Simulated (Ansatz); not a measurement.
# MoRh3: a Rh atom hops into a vacancy

Aim: the barrier for Rh14 to jump 2.70 Å into the empty Rh site beside it, in a 1×1×2 supercell of MoRh3 with one Rh atom removed. The band relaxes its own ends first.

Program: Ansatz 0.2.0. Level of theory: DFT LDA, plane waves, PAW, scalar-relativistic, no spin polarisation. These are calculated values, not measurements.

## (1) The system as given

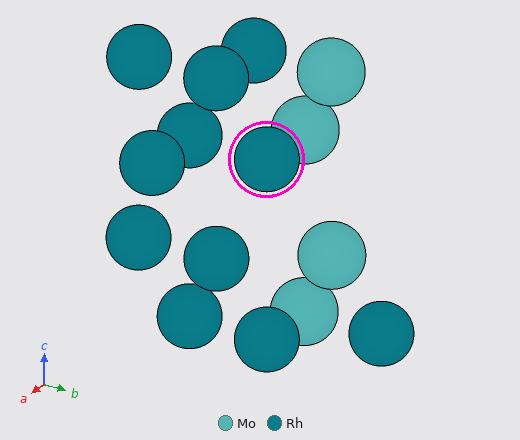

The starting structure, seen slightly off an axis (molybdenum teal, rhodium blue). Each atom of the cell is drawn once, at one copy chosen for all pictures, so bonds across the cell's faces may be missing. Ringed: Rh14.

The empty site lies at (1.38, 3.99, 3.34) Å, and Rh14 starts at (1.39, 5.61, 5.50) Å. All atoms were shaken by about 0.02 Å to break the symmetry.

Structure file:

```xyz
15
Lattice="2.7710 4.7995 0.0000 -2.7710 4.7995 0.0000 0.0000 0.0000 8.8370" Properties=species:S:1:pos:R:3 pbc="T T T"
Mo    0.0263    3.1901    1.1146
Mo   -0.0147    6.3972    3.2937
Rh    0.0003    7.9779    1.1338
Rh   -1.3924    3.9610    3.3127
Rh   -1.3576    5.6106    1.1216
Rh   -0.0126    1.6144    3.3515
Rh    1.3885    5.5940    1.1127
Mo    0.0060    3.2164    5.5366
Mo   -0.0029    6.3799    7.7477
Rh    0.0038    7.9953    5.5364
Rh   -1.3976    4.0064    7.7199
Rh   -1.3977    5.6102    5.5447
Rh    0.0023    1.6626    7.7520
Rh    1.3914    5.6144    5.4997
Rh    1.3913    3.9925    7.7344
```

## (2) The band

crystal.atoms is the first end and neb.final_atoms the second, which differs in Rh14 alone.

input.yaml reads:

```yaml
crystal:
  lattice:
    - [2.770973, 4.799461, 0.0]
    - [-2.770973, 4.799461, 0.0]
    - [0.0, 0.0, 8.837048]
  atoms:
    - { symbol: Mo, position: [0.33707768, 0.32759588, 0.12612983] }
    - { symbol: Mo, position: [0.66380001, 0.66910657, 0.372712] }
    - { symbol: Rh, position: [0.83117183, 0.83107624, 0.12829714] }
    - { symbol: Rh, position: [0.16139506, 0.66390681, 0.37486445] }
    - { symbol: Rh, position: [0.33953004, 0.8294666, 0.12691592] }
    - { symbol: Rh, position: [0.1659079, 0.17045458, 0.37925721] }
    - { symbol: Rh, position: [0.83331266, 0.33223436, 0.12591535] }
    - { symbol: Mo, position: [0.33616647, 0.33400113, 0.62651971] }
    - { symbol: Mo, position: [0.66411721, 0.66517367, 0.87672803] }
    - { symbol: Rh, position: [0.83361721, 0.83225504, 0.62649332] }
    - { symbol: Rh, position: [0.16519484, 0.66955516, 0.87358134] }
    - { symbol: Rh, position: [0.33226276, 0.83666042, 0.62743917] }
    - { symbol: Rh, position: [0.1736304, 0.17279346, 0.87721809] }
    - { symbol: Rh, position: [0.83596201, 0.33382902, 0.62234617] }
    - { symbol: Rh, position: [0.66698314, 0.16487869, 0.87522823] }
kpoints:
  mp_grid: { grid: [3, 3, 2] }
magnetization:
  spin_polarized: false
scf:
  occupations: { method: gaussian, width: 0.1 }
hamiltonian:
  pseudopotentials: { kind: paw }
  xc: lda
basis:
  ecutwfc: 420
neb:
  images: 5
  relax_end_points: true
  climbing: true
  f_tol: 0.05
  max_iterations: 40
  order_check: false
  final_atoms:
    - { symbol: Mo, position: [0.33707768, 0.32759588, 0.12612983] }
    - { symbol: Mo, position: [0.66380001, 0.66910657, 0.372712] }
    - { symbol: Rh, position: [0.83117183, 0.83107624, 0.12829714] }
    - { symbol: Rh, position: [0.16139506, 0.66390681, 0.37486445] }
    - { symbol: Rh, position: [0.33953004, 0.8294666, 0.12691592] }
    - { symbol: Rh, position: [0.1659079, 0.17045458, 0.37925721] }
    - { symbol: Rh, position: [0.83331266, 0.33223436, 0.12591535] }
    - { symbol: Mo, position: [0.33616647, 0.33400113, 0.62651971] }
    - { symbol: Mo, position: [0.66411721, 0.66517367, 0.87672803] }
    - { symbol: Rh, position: [0.83361721, 0.83225504, 0.62649332] }
    - { symbol: Rh, position: [0.16519484, 0.66955516, 0.87358134] }
    - { symbol: Rh, position: [0.33226276, 0.83666042, 0.62743917] }
    - { symbol: Rh, position: [0.1736304, 0.17279346, 0.87721809] }
    - { symbol: Rh, position: [0.66434284, 0.16790918, 0.37821084] }
    - { symbol: Rh, position: [0.66698314, 0.16487869, 0.87522823] }
```

The run is started by

```sh
$ ansatz run input.yaml --threads 4 --pin off --max-ram 8192MiB --backend cpu --events-out ev --progress --plain --runs-dir out
```

Q: Predict the outcome of this session. Wanted: relaxation of the ends; barrier forwards; barrier backwards; second end relative to first; highest image.

As calculated:

| quantity | value |
| --- | --- |
| relaxation of the ends | 0.175 eV lower, moves up to 0.08 Å; 0.126 eV lower, moves up to 0.09 Å |
| barrier forwards | 1.49 eV |
| barrier backwards | 1.49 eV |
| second end relative to first | 0.000 eV |
| highest image | 3 of 0 to 6, climbing |
| band iterations | 5 |

**Reading.** The top lies 1.49 eV above the first end, or 58 kT at room temperature; with a typical attempt rate of 10^13 per second that is roughly 10^-12 events a second. The ends differ by 1 meV at most. The input switches the test of curvatures off, so the top was not shown to be a first-order saddle. The top still moved by 5 meV in the last iteration, which bounds the digits to trust. The cell of 15 atoms is small, so the barrier is not converged with size.
